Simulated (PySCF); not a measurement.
# C₈H₁₃Cl: what the fields show

Input file:

```
{"job": {"kind": "nmr", "xc": "PBE0", "basis": "pcSseg-1"}, "charge": 0, "multiplicity": 1}
C     -3.164703     0.283662    -0.695956
C     -2.158762     0.114581     0.140718
C     -0.719543     0.055875    -0.274171
C     -0.081309    -1.275794     0.135654
C      1.369047    -1.340705    -0.333299
C      2.170698    -0.186217     0.259838
C      1.545159     1.153510    -0.119987
C      0.084028     1.225166     0.304698
Cl    -0.009519     1.235189     2.095268
H     -3.010710     0.395612    -1.757447
H     -4.186753     0.313889    -0.359239
H     -2.337976     0.004481     1.201197
H     -0.662549     0.153008    -1.365034
H     -0.120136    -1.371604     1.222209
H     -0.655702    -2.097235    -0.297069
H      1.403354    -1.285614    -1.424580
H      1.811426    -2.291975    -0.031495
H      2.188308    -0.277875     1.347071
H      3.201267    -0.219880    -0.098123
H      2.101421     1.972708     0.339892
H      1.586271     1.284824    -1.204469
H     -0.363730     2.173779    -0.006431
```

Run with:

```sh
OMP_NUM_THREADS=1 python probes_run.py task.json out
```

Geometry: GFN2-xTB.

The calculation used PBE0/pcSseg-1, SCF density, gas phase, non-relativistic (PySCF 2.14.0).

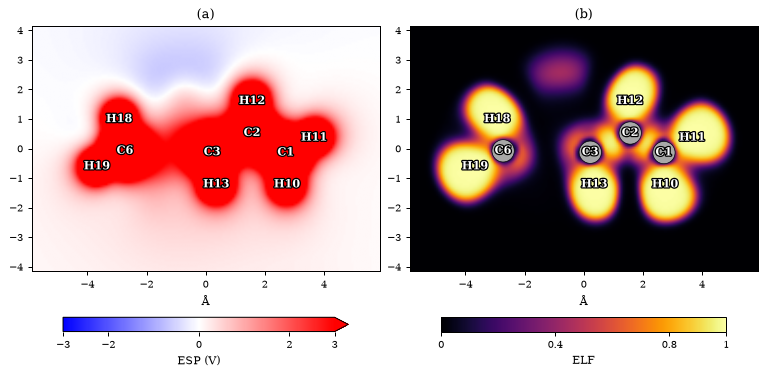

Figure 1. (a) molecular electrostatic potential; (b) electron localisation function on the plane of atoms C1, C2 and H12. Grey discs cover the atomic cores in the ELF map.

**Read the bonding off the picture.**

- Atoms in the plane: C and H.
- C–C (1.32 Å): the ELF peaks at about 0.90 between the atoms (a multiple bond).
- C–H (1.08 Å): the ELF climbs to about 1 towards the hydrogen, as it does in any bond to H; a covalent bond by its length.
- C–C (1.50 Å): the ELF peaks at about 0.95 between the atoms: a covalent bond.
- Outside the dense part of the molecule the potential is most negative (−0.6 V) near Cl9, which lies off the plane.

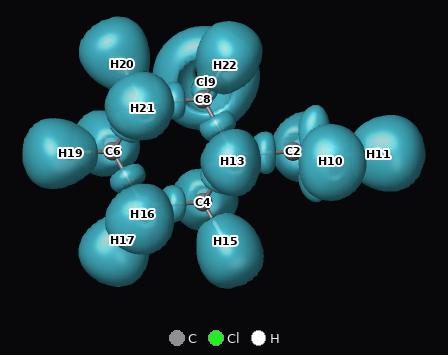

Figure 2. Isosurface of the ELF at 0.8 (cyan), seen across its widest extent. Only the valence region is drawn (cores and ρ < 0.01 e/Å³ removed).

**Identify the bonds, lone pairs and shells in this picture.**

The surface consists of eight regions between bonded C–C atoms (shared pairs), one region between bonded C–Cl atoms (shared pairs), 13 regions around hydrogen nuclei and one ring or bowl of non-bonding electrons around Cl. Along the contacts the grid gives the following. C–Cl (1.79 Å): the ELF peaks at about 0.85 between the atoms (a covalent bond).

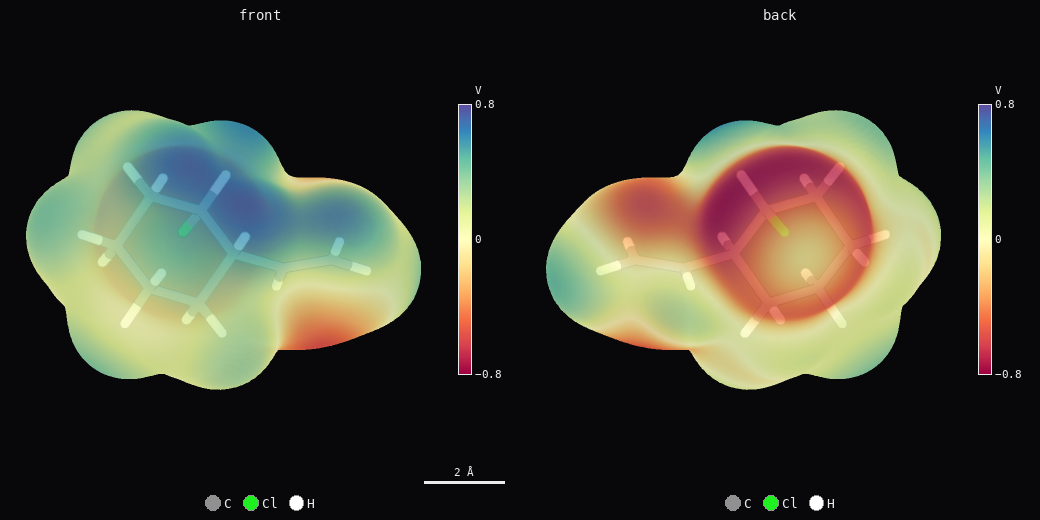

Figure 3. The electrostatic potential painted on the density surface at 0.001 e/bohr³, seen from the front and from behind; red is negative and blue positive.

**Describe the electrostatic potential map.**

The most negative region (about −0.7 V) lies over Cl9, the most positive (about +0.7 V) over H13 and H21.

**How polar is the molecule by this calculation?**

Its dipole moment is 1.99 D.
